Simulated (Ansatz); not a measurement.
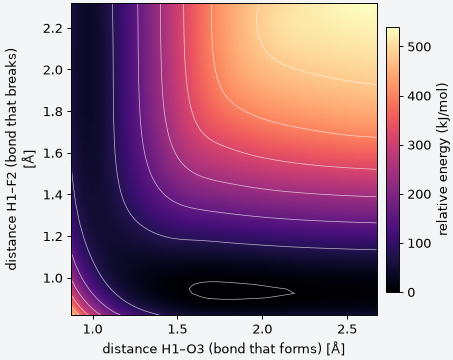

Energy landscape of the reacting system FH₂O (fragments FH + HO where the first distance is long, H₂O + F where the second is long), spin multiplicity 2. First axis: distance H1–O3 (bond that forms). Second axis: distance H1–F2 (bond that breaks). Relaxed at each point: all other coordinates. The scan uses a 13 × 13 grid. Points are written as (first, second). Energies are in kJ/mol, from the lowest grid point. In part of the range the unrestricted reference is strongly spin-contaminated. Method: UKS CAM-B3LYP-D4/def2-SVP in Ansatz 0.2.0.

The picture shows a smooth colour map with a few white contour lines. Between grid points the surface is interpolated. 

Question: What does the map say about the system?

Answer: The lowest grid point is at (1.791 Å, 0.979 Å). The highest grid point, (2.673 Å, 2.319 Å), lies 541 kJ/mol above the lowest. On the interpolated surface the lowest path from the side where the first distance is long, about (2.50 Å, 0.92 Å), to the side where the second distance is long, about (0.97 Å, 2.17 Å), has its top at about (1.05 Å, 1.28 Å), about 47 kJ/mol above the start and 12 kJ/mol above the end.

The values on the grid:

```
second ↓, first →  0.873  0.954  1.065  1.191  1.329  1.476  1.630  1.791  1.957  2.129  2.306  2.487  2.673
            2.319     69     41     59    117    197    285    369    433    475    502    519    537    541
            2.164     67     39     57    116    196    284    367    432    476    504    513    519    523
            2.013     66     39     57    115    195    281    362    424    459    478    487    494    498
            1.866     68     40     57    114    191    274    348    400    427    443    453    460    465
            1.723     71     42     57    111    183    259    322    357    380    396    406    415    420
            1.584     78     46     56    104    169    232    278    302    320    333    343    350    355
            1.450     88     51     55     92    144    192    222    237    250    260    268    274    278
            1.321    106     60     52     75    110    140    156    167    176    184    189    194    197
            1.199    134     76     50     55     70     85     91     97    103    109    113    117    119
            1.084    180    105     57     39     35     36     34     37     41     45     48     51     53
            0.979    254    157     84     43     21      8      0      0      2      5      8     10     12
            0.886    366    244    144     81     43     19      6      2      3      5      7      9     11
            0.819    494    350    227    147     97     66     49     43     43     44     46     48     49
```

The whole map (169 points run) took 16 min on 1 thread of Intel(R) Xeon(R) Platinum 8488C (Sapphire Rapids), on a shared host.
